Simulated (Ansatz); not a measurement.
## Run report: BSiH4OF, geometry relaxation

- system: BSiH4OF
- method: RKS PBE0-D4/def2-SVPD (Ansatz 0.2.0)

It belongs to a series of runs on one base structure; here: end point A relaxed. Figures and captions count atoms from 1; the log counts them from 0 in places.

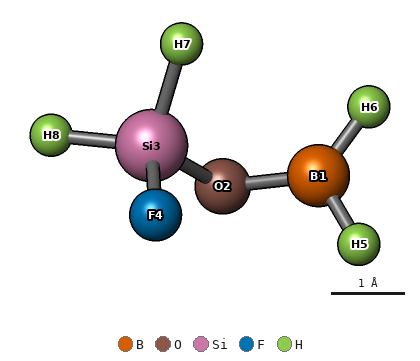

Figure 1. The input geometry (ball-and-stick view, seen at a tilt; atoms are numbered from 1 in the order of the input). Bond lengths as drawn: B–H 1.20 to 1.23 Å, B–O 1.43 Å, F–Si 1.68 Å, H–Si 1.46 to 1.53 Å and O–Si 1.70 Å.

Summary

| quantity | value |
| --- | --- |
| outcome | converged |
| total energy | −13370.8106 eV |
| mean-field energy | −13370.7047 eV |
| largest force (length of the vector) at the end | 0.014 eV/Å |
| hardware | 2 threads of Arm Neoverse V1, 24 GiB of memory available, shared host |
| wall time | 60 s (CPU time 1.9 min) |
| peak memory | 0.23 GiB |

Input file
```yaml
crystal:
  periodic: [false, false, false]
  atoms:
    - { symbol: B, position_ang: [-0.6872, 1.1949, -0.1842] }
    - { symbol: O, position_ang: [-0.9459, 0.005, 0.5632] }
    - { symbol: Si, position_ang: [0.4119, -0.9627, 0.2452] }
    - { symbol: F, position_ang: [0.5319, -1.4501, -1.3575] }
    - { symbol: H, position_ang: [-1.1481, 1.3249, -1.3167] }
    - { symbol: H, position_ang: [-0.2092, 2.1839, 0.3107] }
    - { symbol: H, position_ang: [1.7049, -0.2171, 0.5671] }
    - { symbol: H, position_ang: [0.4338, -2.1359, 1.1163] }
basis:
  gaussian: { orbitals: def2-SVPD }
hamiltonian:
  xc: pbe0
  dispersion: d4
relax:
  f_tol: 0.02
  max_steps: 50
```

Launched with:
```bash
ansatz run input.yaml --threads 2 --pin off --max-ram 3072MiB --backend cpu --events-out ev --progress --plain --runs-dir out
```

Log
```
The last accepted step is kept in [file] (removed where the run ends without a failure and the disk answers)
Engine: ansatz 0.2.0, aarch64-unknown-linux-gnu
Functional definition: PBE0
  parameter a = 0.25
  parameter kappa = 0.804
  parameter beta = 0.06672455060314922
  exchange = (1 - a)*pbe_x(kappa = kappa, mu = beta*pi^2/3) + a*exact_x
  correlation = pbe_c(beta = beta)
1030 factors; their error is unknown
mean field evaluation 1: about -13365.3189 eV, gradient 5.1e1 eV
mean field evaluation 2: about -13354.7283 eV, gradient 9.2e1 eV
mean field evaluation 4: about -13369.7306 eV, gradient 5.3e0 eV
mean field evaluation 8: about -13369.7784 eV, gradient 1.3e-2 eV
mean field evaluation 16: about -13369.8671 eV, gradient 2.3e-5 eV
mean field -13369.86706698 eV, -491.3335522903 hartree, gradient 2.3e-5 eV, S^2 0.000000; 0 other end points of the search recorded, 0 dependent functions left out
the calculation of the forces begins
reference -13369.86710294 eV, -491.3335536117 hartree; 20, 20 occupied and 102, 102 virtual orbitals, 1030 factors
relax step   1: F+E_penalty+E_count = -13369.97385507 eV  Δ(F+E_penalty+E_count) = +0.000e0 eV  max|allowed force component| = 1.980e0 eV/Å  Δτ_max = 0.0000 Å  (26 SCF iters, accepted)
these checks for a lower state are left out or cut short: starts, cluster_reference, orbital_swaps, neighbouring_geometries, increment
1030 factors; their error is unknown
mean field -13370.08020580 eV, -491.3413849972 hartree, gradient 9.9e-6 eV, S^2 0.000000; 0 other end points of the search recorded, 0 dependent functions left out
[... from here on the field's lines of each further geometry are left out, up to the last ...]
relax step   2: F+E_penalty+E_count = -13370.18772518 eV  Δ(F+E_penalty+E_count) = -2.139e-1 eV  max|allowed force component| = 1.283e0 eV/Å  Δτ_max = 0.1528 Å  (36 SCF iters, accepted)
relax step   3: F+E_penalty+E_count = -13370.36729077 eV  Δ(F+E_penalty+E_count) = -1.796e-1 eV  max|allowed force component| = 8.559e-1 eV/Å  Δτ_max = 0.0881 Å  (29 SCF iters, accepted)
relax step   4: F+E_penalty+E_count = -13370.54653439 eV  Δ(F+E_penalty+E_count) = -1.792e-1 eV  max|allowed force component| = 4.468e-1 eV/Å  Δτ_max = 0.1999 Å  (33 SCF iters, accepted)
relax step   5: F+E_penalty+E_count = -13370.64515666 eV  Δ(F+E_penalty+E_count) = -9.862e-2 eV  max|allowed force component| = 3.695e-1 eV/Å  Δτ_max = 0.1998 Å  (34 SCF iters, accepted)
relax step   6: F+E_penalty+E_count = -13370.69280670 eV  Δ(F+E_penalty+E_count) = -4.765e-2 eV  max|allowed force component| = 5.916e-1 eV/Å  Δτ_max = 0.2000 Å  (33 SCF iters, accepted)
relax step   7: F+E_penalty+E_count = -13370.68741900 eV  Δ(F+E_penalty+E_count) = +5.388e-3 eV  max|allowed force component| = 9.855e-1 eV/Å  Δτ_max = 0.1996 Å  (33 SCF iters, rejected (line search))
relax step   8: F+E_penalty+E_count = -13370.71495466 eV  Δ(F+E_penalty+E_count) = -2.215e-2 eV  max|allowed force component| = 3.312e-1 eV/Å  Δτ_max = 0.0998 Å  (28 SCF iters, accepted)
relax step   9: F+E_penalty+E_count = -13370.72647846 eV  Δ(F+E_penalty+E_count) = -1.152e-2 eV  max|allowed force component| = 9.449e-2 eV/Å  Δτ_max = 0.1000 Å  (29 SCF iters, accepted)
relax step  10: F+E_penalty+E_count = -13370.73446638 eV  Δ(F+E_penalty+E_count) = -7.988e-3 eV  max|allowed force component| = 4.487e-2 eV/Å  Δτ_max = 0.1500 Å  (33 SCF iters, accepted)
relax step  11: F+E_penalty+E_count = -13370.72977813 eV  Δ(F+E_penalty+E_count) = +4.688e-3 eV  max|allowed force component| = 3.930e-1 eV/Å  Δτ_max = 0.1951 Å  (33 SCF iters, rejected (line search))
relax step  12: F+E_penalty+E_count = -13370.74033757 eV  Δ(F+E_penalty+E_count) = -5.871e-3 eV  max|allowed force component| = 5.726e-2 eV/Å  Δτ_max = 0.0976 Å  (28 SCF iters, accepted)
relax step  13: F+E_penalty+E_count = -13370.73752971 eV  Δ(F+E_penalty+E_count) = +2.808e-3 eV  max|allowed force component| = 2.723e-1 eV/Å  Δτ_max = 0.0981 Å  (29 SCF iters, rejected (line search))
relax step  14: F+E_penalty+E_count = -13370.74467022 eV  Δ(F+E_penalty+E_count) = -4.333e-3 eV  max|allowed force component| = 7.570e-2 eV/Å  Δτ_max = 0.0491 Å  (27 SCF iters, accepted)
relax step  15: F+E_penalty+E_count = -13370.74646488 eV  Δ(F+E_penalty+E_count) = -1.795e-3 eV  max|allowed force component| = 1.918e-1 eV/Å  Δτ_max = 0.0495 Å  (28 SCF iters, accepted)
relax step  16: F+E_penalty+E_count = -13370.75607080 eV  Δ(F+E_penalty+E_count) = -9.606e-3 eV  max|allowed force component| = 1.864e-1 eV/Å  Δτ_max = 0.0750 Å  (27 SCF iters, accepted)
relax step  17: F+E_penalty+E_count = -13370.76242885 eV  Δ(F+E_penalty+E_count) = -6.358e-3 eV  max|allowed force component| = 3.142e-1 eV/Å  Δτ_max = 0.1017 Å  (29 SCF iters, accepted)
relax step  18: F+E_penalty+E_count = -13370.77925534 eV  Δ(F+E_penalty+E_count) = -1.683e-2 eV  max|allowed force component| = 2.077e-1 eV/Å  Δτ_max = 0.0763 Å  (29 SCF iters, accepted)
relax step  19: F+E_penalty+E_count = -13370.79514956 eV  Δ(F+E_penalty+E_count) = -1.589e-2 eV  max|allowed force component| = 1.315e-1 eV/Å  Δτ_max = 0.0901 Å  (28 SCF iters, accepted)
relax step  20: F+E_penalty+E_count = -13370.80325945 eV  Δ(F+E_penalty+E_count) = -8.110e-3 eV  max|allowed force component| = 3.768e-1 eV/Å  Δτ_max = 0.1950 Å  (33 SCF iters, accepted)
relax step  21: F+E_penalty+E_count = -13370.80533837 eV  Δ(F+E_penalty+E_count) = -2.079e-3 eV  max|allowed force component| = 3.142e-1 eV/Å  Δτ_max = 0.0268 Å  (29 SCF iters, accepted)
relax step  22: F+E_penalty+E_count = -13370.80961465 eV  Δ(F+E_penalty+E_count) = -4.276e-3 eV  max|allowed force component| = 1.554e-1 eV/Å  Δτ_max = 0.0303 Å  (30 SCF iters, accepted)
the calculation of the forces begins
reference -13370.70472763 eV, -491.3643357513 hartree; 20, 20 occupied and 102, 102 virtual orbitals, 1030 factors
relax step  23: F+E_penalty+E_count = -13370.81051753 eV  Δ(F+E_penalty+E_count) = -9.029e-4 eV  max|allowed force component| = 1.033e-2 eV/Å  Δτ_max = 0.0178 Å  (28 SCF iters, accepted)
1030 factors; their error is unknown
mean field evaluation 192: about -13370.7047 eV, gradient 6.9e-4 eV
```

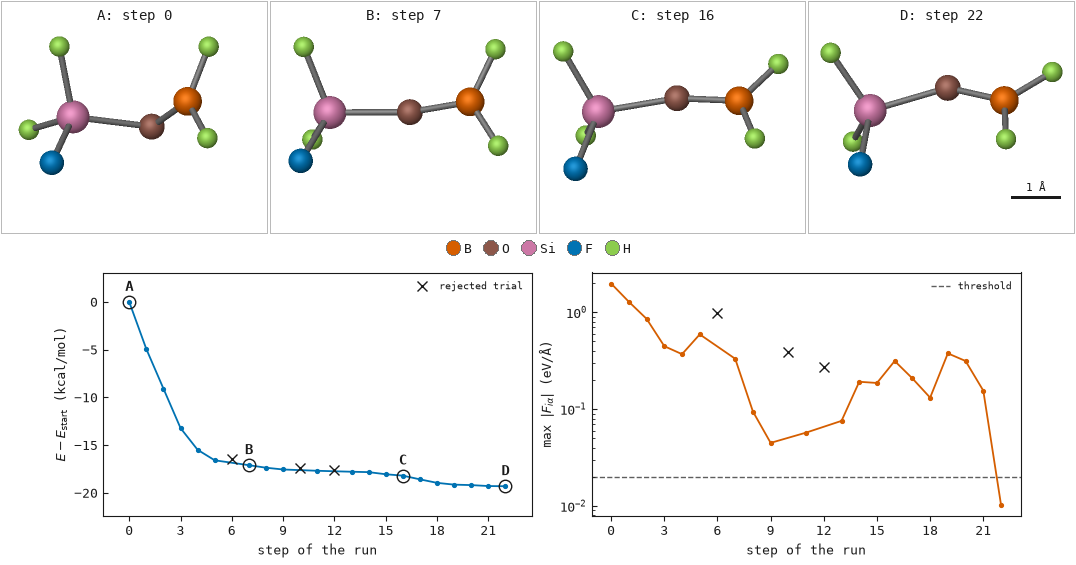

Figure 2. Frames of the relaxation (ball-and-stick view, seen at a tilt) above the curves, on which the letters mark them (the first geometry is step 0 here and step 1 in the log).

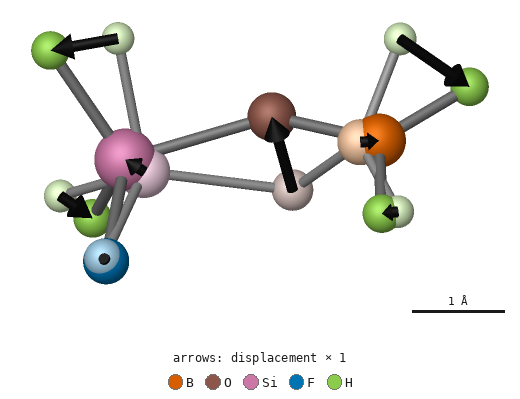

Figure 3. Start (faint) and end (solid) with the displacements as black arrows, at true length (ball-and-stick view, seen at a tilt). The two geometries are laid on each other by the best rigid fit. The largest move after the best rigid fit is that of H6, 1.00 Å. Largest moves by element: H 1.00 Å, O 0.95 Å, Si 0.25 Å, B 0.20 Å, F 0.08 Å. Among the contacts that change: B1–O2 1.429 → 1.352 Å, Si3–F4 1.679 → 1.630 Å, Si3–H7 1.527 → 1.481 Å, O2–Si3 1.697 → 1.662 Å. Among the angles that change: B1–O2–Si3 103.4° → 138.7°, H7–Si3–H8 104.7° → 114.7°, H5–B1–H6 116.1° → 122.2°. Over 22 geometry steps the energy falls by 19.3 kcal/mol. The largest force component goes from 2 to 0.01 eV/Å. The line search rejected the trial steps at points 6, 10, 12 (counted from 0) and went back. (Atoms are counted from 1 in the order of the input.)

```
mean field -13370.70469244 eV, -491.3643344581 hartree, gradient 1.2e-5 eV, S^2 0.000000; 1 other end points of the search recorded, 0 dependent functions left out
the calculation of the forces begins
reference -13370.70472763 eV, -491.3643357513 hartree; 20, 20 occupied and 102, 102 virtual orbitals, 1030 factors
Total energy: -13370.81055272 eV, -491.3682247515 hartree
Atom 0 at    -0.815906     1.353881    -0.165039 Å, force    -0.001181     0.002955     0.004978 eV/Å
Atom 1 at    -0.055369     0.459114     0.505191 Å, force     0.005546    -0.006594    -0.001855 eV/Å
Atom 2 at     0.671212    -1.011624     0.236292 Å, force    -0.001577     0.010330     0.009452 eV/Å
Atom 3 at     0.358780    -1.524705    -1.278802 Å, force    -0.000434    -0.006480    -0.009059 eV/Å
Atom 4 at    -1.139940     1.140628    -1.309529 Å, force     0.000497    -0.005924    -0.008482 eV/Å
Atom 5 at    -1.149327     2.355302     0.421391 Å, force    -0.000281     0.003514     0.006464 eV/Å
Atom 6 at     2.135937    -0.834170     0.359091 Å, force    -0.000491     0.001074    -0.000710 eV/Å
Atom 7 at     0.086713    -1.995526     1.175506 Å, force    -0.002078     0.001125    -0.000789 eV/Å
Dipole moment:     0.139418    -0.085202     0.228196 e Å
```

Trajectory as extended XYZ (Å, eV, eV/Å), 13 of the 23 frames kept, from step=1 to step=23
```
8
Properties=species:S:1:pos:R:3:forces:R:3 step=1 energy=-13369.97386
B    -0.6872    1.1949   -0.1842   -1.9799  -0.1358   0.4039
O    -0.9459    0.0050    0.5632    1.8960   0.9826  -1.8085
Si    0.4119   -0.9627    0.2452    0.8069  -0.2892  -0.1957
F     0.5319   -1.4501   -1.3575   -0.3315   0.5226   1.3640
H    -1.1481    1.3249   -1.3167    0.3350  -0.4094   0.3254
H    -0.2092    2.1839    0.3107    0.3616  -0.2434   0.3108
H     1.7049   -0.2171    0.5671   -0.6556  -0.0088  -0.4475
H     0.4338   -2.1359    1.1163   -0.4325  -0.4185   0.0476
8
Properties=species:S:1:pos:R:3:forces:R:3 step=3 energy=-13370.36729
B    -0.7758    1.2402   -0.1689    0.0003  -0.4794   0.0610
O    -0.8631    0.0159    0.4978    0.8103   0.6665  -0.8559
Si    0.4794   -0.9741    0.2762   -0.1808  -0.1140  -0.1966
F     0.5558   -1.4699   -1.2944   -0.0913   0.1548   0.4785
H    -1.1620    1.3048   -1.3332   -0.0776   0.0740   0.5101
H    -0.1868    2.1704    0.3695   -0.3424  -0.2243  -0.0691
H     1.7126   -0.1591    0.4827   -0.1001  -0.1617   0.0527
H     0.3319   -2.1852    1.1143   -0.0183   0.0842   0.0193
8
Properties=species:S:1:pos:R:3:forces:R:3 step=5 energy=-13370.64516
B    -0.8229    1.3413   -0.2100   -0.1223   0.0643  -0.0352
O    -0.5745    0.1094    0.3000   -0.1529   0.2498  -0.1713
Si    0.5785   -1.0580    0.2643    0.3695  -0.0184  -0.0359
F     0.6919   -1.6212   -1.2637   -0.0147  -0.0645   0.0522
H    -1.4665    1.4532   -1.2328    0.0116  -0.0778   0.1126
H    -0.3974    2.3191    0.3629   -0.0063  -0.0238   0.0541
H     1.8881   -0.4254    0.5730   -0.0050  -0.1276   0.0141
H     0.1949   -2.1755    1.1504   -0.0800  -0.0020   0.0095
8
Properties=species:S:1:pos:R:3:forces:R:3 step=7 energy=-13370.68742 accepted=F
B    -0.8894    1.4351   -0.2263    0.3433  -0.9287   0.2151
O    -0.2873    0.2287    0.0497   -0.2901   0.9855  -0.2919
Si    0.6945   -1.0859    0.2257   -0.3824   0.0069   0.1484
F     0.8370   -1.8180   -1.2257    0.0103   0.0236   0.0619
H    -1.7304    1.5041   -1.1075    0.2324  -0.1265   0.1549
H    -0.6026    2.4164    0.4321    0.0399  -0.1882  -0.0418
H     2.0733   -0.7055    0.6405   -0.1496   0.0370  -0.0507
H    -0.0030   -2.0319    1.1557    0.1962   0.1905  -0.1959
8
Properties=species:S:1:pos:R:3:forces:R:3 step=8 energy=-13370.71495
B    -0.8694    1.4075   -0.2186   -0.0791   0.1187  -0.0152
O    -0.3659    0.2077    0.1085    0.2808  -0.3312   0.0189
Si    0.6591   -1.0801    0.2364   -0.2244   0.2346  -0.0263
F     0.7951   -1.7725   -1.2319    0.0110  -0.0303  -0.0180
H    -1.6484    1.4845   -1.1416    0.0056   0.0092   0.0109
H    -0.5450    2.3830    0.4225   -0.0166  -0.0190   0.0048
H     2.0119   -0.6159    0.6161    0.0405   0.0031   0.0086
H     0.0548   -2.0713    1.1528   -0.0178   0.0148   0.0164
8
Properties=species:S:1:pos:R:3:forces:R:3 step=10 energy=-13370.73447
B    -0.8819    1.4221   -0.2140    0.0171  -0.0037   0.0023
O    -0.2134    0.2766   -0.0047   -0.0091   0.0449   0.0276
Si    0.6882   -1.0744    0.2114    0.0071  -0.0249  -0.0413
F     0.7669   -1.8921   -1.1973   -0.0040   0.0088   0.0261
H    -1.6109    1.5138   -1.1747    0.0104  -0.0037  -0.0022
H    -0.7391    2.3373    0.5666   -0.0181  -0.0284  -0.0076
H     2.0766   -0.6945    0.5622   -0.0042  -0.0066  -0.0067
H     0.0056   -1.9460    1.1947    0.0008   0.0138   0.0019
8
Properties=species:S:1:pos:R:3:forces:R:3 step=12 energy=-13370.74034
B    -0.8800    1.4228   -0.2097    0.0027   0.0096  -0.0070
O    -0.1794    0.3029    0.0292    0.0099   0.0573   0.0490
Si    0.6933   -1.0717    0.2103   -0.0034  -0.0298  -0.0390
F     0.7167   -1.8965   -1.1962   -0.0090   0.0065   0.0061
H    -1.5410    1.5055   -1.2202    0.0200   0.0023   0.0177
H    -0.8300    2.3242    0.5994   -0.0238  -0.0393  -0.0377
H     2.0984   -0.7195    0.5201   -0.0096  -0.0051   0.0015
H     0.0141   -1.9247    1.2114    0.0132  -0.0014   0.0094
8
Properties=species:S:1:pos:R:3:forces:R:3 step=14 energy=-13370.74467
B    -0.8768    1.4219   -0.2077   -0.0311   0.0548  -0.0100
O    -0.1644    0.3162    0.0588    0.0273   0.0417   0.0757
Si    0.6944   -1.0716    0.2113   -0.0094  -0.0177  -0.0590
F     0.6826   -1.8876   -1.2012   -0.0048   0.0116   0.0258
H    -1.4993    1.4972   -1.2442    0.0344  -0.0078   0.0335
H    -0.8787    2.3232    0.6056   -0.0130  -0.0717  -0.0617
H     2.1070   -0.7326    0.5005   -0.0099  -0.0078  -0.0060
H     0.0272   -1.9240    1.2210    0.0067  -0.0030   0.0016
8
Properties=species:S:1:pos:R:3:forces:R:3 step=16 energy=-13370.75607
B    -0.8639    1.4206   -0.2040   -0.1864   0.1049  -0.0190
O    -0.1448    0.3422    0.1420    0.0944   0.0015   0.1011
Si    0.6926   -1.0681    0.2147   -0.0125  -0.0184  -0.0915
F     0.6070   -1.8552   -1.2133   -0.0020   0.0352   0.0579
H    -1.4028    1.4667   -1.2928    0.0996   0.0010   0.1111
H    -0.9744    2.3220    0.6067    0.0239  -0.1093  -0.1411
H     2.1198   -0.7530    0.4554   -0.0127  -0.0086  -0.0138
H     0.0585   -1.9322    1.2353   -0.0043  -0.0064  -0.0047
8
Properties=species:S:1:pos:R:3:forces:R:3 step=17 energy=-13370.76243
B    -0.8664    1.4106   -0.1944   -0.0922   0.2525  -0.1188
O    -0.1318    0.3606    0.2096    0.0744   0.0032   0.1153
Si    0.6961   -1.0622    0.2204   -0.0963  -0.0384  -0.2013
F     0.5411   -1.8263   -1.2182    0.0307   0.0901   0.1371
H    -1.3123    1.4453   -1.3339    0.1012  -0.0266   0.3142
H    -1.0520    2.3214    0.6045    0.0150  -0.2695  -0.2506
H     2.1374   -0.7709    0.4125   -0.0568   0.0004  -0.0087
H     0.0800   -1.9357    1.2437    0.0240  -0.0116   0.0128
8
Properties=species:S:1:pos:R:3:forces:R:3 step=19 energy=-13370.79515
B    -0.8432    1.3894   -0.1795   -0.0719   0.0965  -0.1191
O    -0.0944    0.4083    0.3547    0.0891  -0.0487   0.1315
Si    0.6846   -1.0432    0.2250   -0.0403   0.0234  -0.0547
F     0.4573   -1.6974   -1.2517   -0.0022   0.0230   0.0048
H    -1.2289    1.3090   -1.3259    0.0203  -0.0129   0.0615
H    -1.1063    2.3427    0.5197    0.0011  -0.0492  -0.0377
H     2.1357   -0.8007    0.3869    0.0035  -0.0046  -0.0032
H     0.0873   -1.9652    1.2149    0.0004  -0.0274   0.0170
8
Properties=species:S:1:pos:R:3:forces:R:3 step=21 energy=-13370.80534
B    -0.8122    1.3681   -0.1613    0.0069  -0.3142  -0.0353
O    -0.0556    0.4525    0.4940   -0.0377   0.1413   0.0180
Si    0.6754   -1.0213    0.2395   -0.1150   0.1524  -0.1755
F     0.3692   -1.5405   -1.2798    0.0207   0.0104   0.1197
H    -1.1392    1.1425   -1.3053    0.0080   0.0943   0.0178
H    -1.1602    2.3651    0.4274    0.0842  -0.0431   0.0174
H     2.1395   -0.8267    0.3508   -0.0162  -0.0445   0.0428
H     0.0752   -1.9968    1.1787    0.0491   0.0035  -0.0049
8
Properties=species:S:1:pos:R:3:forces:R:3 step=23 energy=-13370.81052
B    -0.8159    1.3539   -0.1650   -0.0012   0.0030   0.0050
O    -0.0554    0.4591    0.5052    0.0055  -0.0066  -0.0019
Si    0.6712   -1.0116    0.2363   -0.0016   0.0103   0.0095
F     0.3588   -1.5247   -1.2788   -0.0004  -0.0065  -0.0091
H    -1.1399    1.1406   -1.3095    0.0005  -0.0059  -0.0085
H    -1.1493    2.3553    0.4214   -0.0003   0.0035   0.0065
H     2.1359   -0.8342    0.3591   -0.0005   0.0011  -0.0007
H     0.0867   -1.9955    1.1755   -0.0021   0.0011  -0.0008
```
